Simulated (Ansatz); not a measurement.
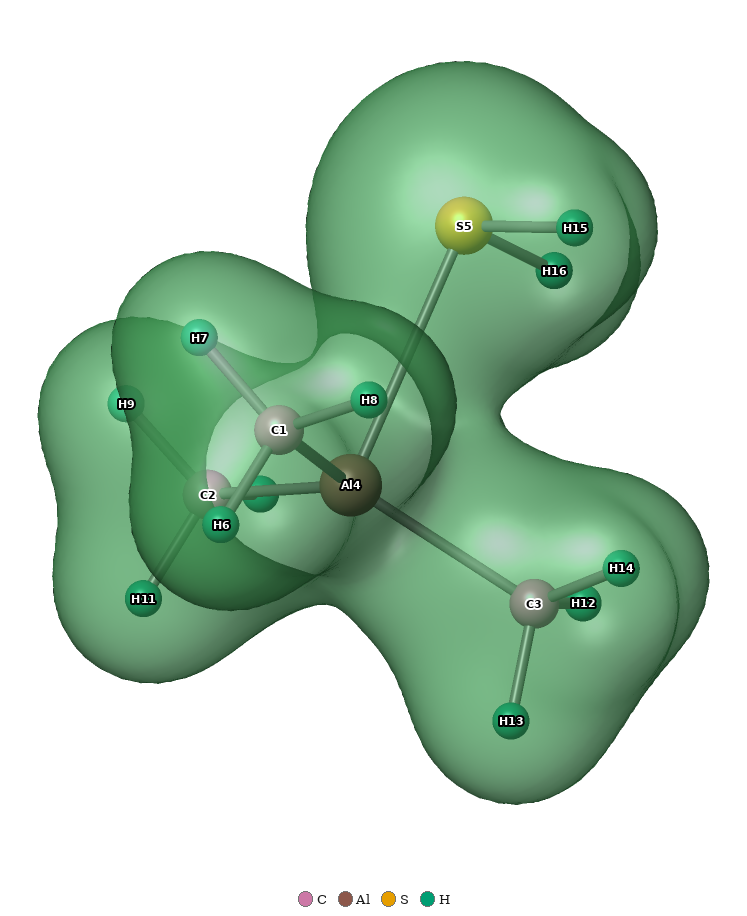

Figure 1: C₃H₁₁AlS. Isosurface of the total electron density at 0.1 e/Å³ (green), seen from one side.

Geometry: PBE0-D4/def2-SVP.

The calculation used isolated molecule in a Gaussian basis; Kohn-Sham density functional theory, functional PBE0 in Ansatz 0.2.0.

```yaml
atoms:
  - { symbol: C, position_ang: [-0.2685, 1.4740, -1.4303] }
  - { symbol: C, position_ang: [1.9504, 0.1201, 0.7652] }
  - { symbol: C, position_ang: [-0.5610, -1.7773, -0.5013] }
  - { symbol: Al, position_ang: [0.2323, 0.0102, -0.2017] }
  - { symbol: S, position_ang: [-1.3068, 0.7684, 1.7857] }
  - { symbol: H, position_ang: [0.3056, 1.3889, -2.3707] }
  - { symbol: H, position_ang: [-0.0461, 2.4747, -1.0223] }
  - { symbol: H, position_ang: [-1.3338, 1.4581, -1.7186] }
  - { symbol: H, position_ang: [2.1729, 1.1364, 1.1322] }
  - { symbol: H, position_ang: [2.0134, -0.5685, 1.6252] }
  - { symbol: H, position_ang: [2.7805, -0.1552, 0.0896] }
  - { symbol: H, position_ang: [-0.4608, -2.4484, 0.3696] }
  - { symbol: H, position_ang: [-0.0482, -2.2845, -1.3386] }
  - { symbol: H, position_ang: [-1.6299, -1.7404, -0.7747] }
  - { symbol: H, position_ang: [-2.4911, 0.5271, 1.1810] }
  - { symbol: H, position_ang: [-1.3320, -0.4062, 2.4537] }
```

> Which contacts does the surface bridge?

At this value the surface is in one piece. It bridges the sampled C–Al (1.97 Å), Al–S (2.63 Å), C–H (1.10 Å) and S–H (1.35 Å) contacts, where the density stays above the isovalue. On the grid the lowest density along these lines, outside the cores, is 0.59 e/Å³ (C–Al, 1.97 Å), 0.18 e/Å³ (Al–S, 2.63 Å), 1.7 e/Å³ (C–H, 1.10 Å) and 1.4 e/Å³ (S–H, 1.35 Å).
